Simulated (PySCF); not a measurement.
```xyz
22

C     3.7259   -0.2883   -0.2698
C     3.0658    0.7572    0.6074
S     1.6555    0.0883    1.5673
C     0.4567   -0.1899    0.2648
C    -0.1380    1.0560   -0.4114
Si   -1.3768    0.0935    0.6336
C    -2.6390   -1.0401   -0.2070
C    -3.9908   -0.3602   -0.3922
H     4.6019    0.1355   -0.7574
H     4.0354   -1.1423    0.3286
H     3.0394   -0.6352   -1.0392
H     3.7569    1.1291    1.3630
H     2.6919    1.5960    0.0199
H     0.7772   -0.9890   -0.3927
H    -0.1501    1.0352   -1.4939
H     0.2367    1.9997   -0.0386
H    -1.7225    0.6448    1.9330
H    -2.2619   -1.3629   -1.1786
H    -2.7779   -1.9426    0.3899
H    -3.8969    0.5161   -1.0288
H    -4.3935   -0.0403    0.5659
H    -4.7064   -1.0412   -0.8500
```

Geometry: GFN2-xTB.

Method: PBE0/pcSseg-1, SCF density, gas phase, non-relativistic in PySCF 2.14.0.

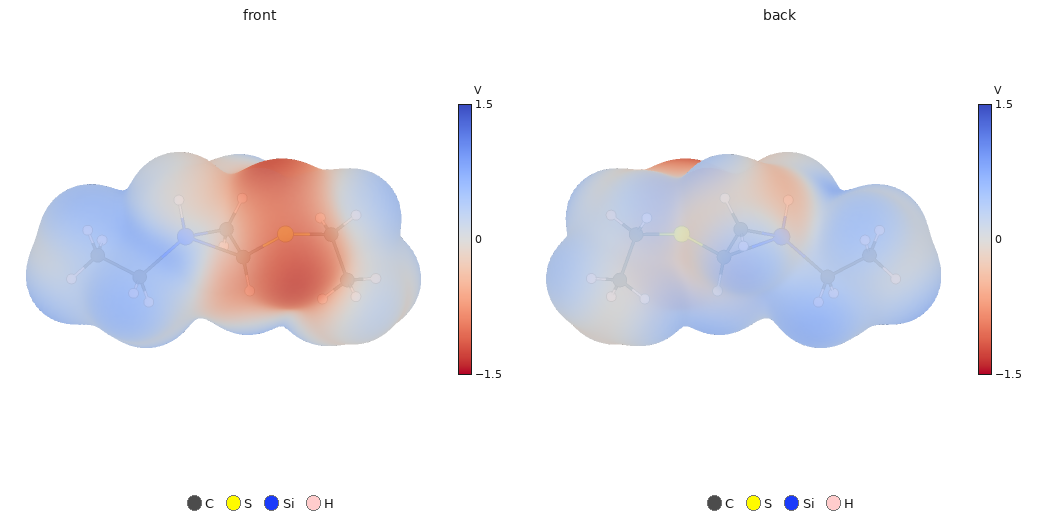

C$_{6}$H$_{14}$SSi. The electrostatic potential painted on the density surface at 0.001 e/bohr³, seen from the front and from behind; the colour scale runs from red (negative) to blue (positive).

Q: Describe the electrostatic potential map.

A: The most negative region (about −1.2 V, or −28 kcal/mol for a unit charge) lies over S3, the most positive (about +0.6 V, or +14 kcal/mol for a unit charge) over Si6 and H18.

Q: How polar is the molecule by this calculation?

A: Its dipole moment is 2.08 D.
